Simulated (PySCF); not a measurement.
# C3H8BN: the cost of one run

Programs: PySCF 2.14.0, with density-fitted response routines of our own. Each step states its level of theory. These are calculated values for one molecule in the gas phase, unless marked as measured. Atoms count from 0, in the outputs and in this text.

### 1 The starting structure

13 atoms, charge 0, multiplicity 1; geometry from: PBE0-D3(BJ)/def2-SVP.

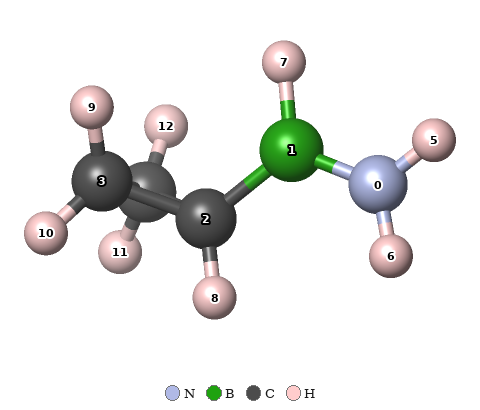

As it starts; nitrogen light blue, boron green, carbon dark grey, hydrogen pink, atoms numbered.

### 2 Shielding tensors: PBE0/6-31G*

Job settings and geometry (Å):

```
{"job": {"kind": "nmr", "xc": "PBE0", "basis": "6-31G*", "pop": true}, "charge": 0, "multiplicity": 1}
N      2.344729     0.155968     0.049511
B      1.017161     0.216445     0.473445
C     -0.176593    -0.160410    -0.448868
C     -1.400866    -0.802294     0.177734
C     -1.477516     0.604607    -0.289783
H      3.124291     0.401908     0.643632
H      2.618259    -0.135738    -0.880200
H      0.801698     0.582531     1.613069
H      0.041395    -0.488704    -1.472575
H     -1.379593    -0.994955     1.254219
H     -1.919576    -1.569654    -0.403422
H     -2.049339     0.818172    -1.196960
H     -1.510844     1.402895     0.457205
```

Level: GIAO PBE0/6-31G* NMR shielding, non-relativistic, gas phase.

The run is started by

```bash
$ OMP_NUM_THREADS=1 python probes_run.py task.json out
```

This one command runs all jobs of the session in turn.

**Question.** How long does this first job take on 1 thread of Arm Neoverse V1, shared host, and how much memory does it need?

About 6 s, with a peak of 0.49 GiB.
